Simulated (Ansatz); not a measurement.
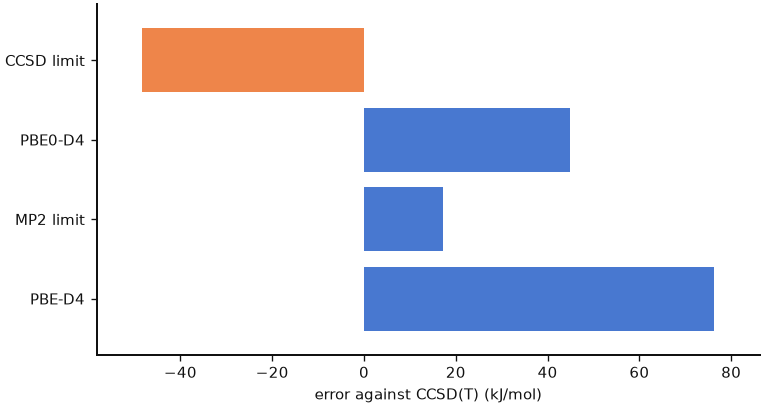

Error in the electronic atomisation energy (method less reference, so positive means overbinding) of C₂H₁₀B₂Si, SMILES CCBB[SiH3]: functionals in def2-TZVPP against frozen-core CCSD(T) at the limit (MP2 extrapolated from triple and quadruple zeta, plus CCSD(T) less MP2 in a smaller set), which gives 5252.7 kJ/mol, at a PBE0-D4/def2-TZVP geometry (no frequency check), no zero-point or spin-orbit term, the Ansatz code 0.2.0. The reference leaves out core correlation, a term that grows with the number of heavy atoms. Limit means the basis limit.

**What range do the values span?**

From −48.3 kJ/mol (CCSD limit) to 76.3 kJ/mol (PBE-D4).

**Which of these levels overbind, and which underbind?**

Overbind: PBE0-D4 and PBE-D4. Underbind: CCSD limit. Within 25 kJ/mol of zero, too close to call in view of what the reference leaves out: MP2 limit.

Limits of at least one run: one conformer of a flexible molecule.
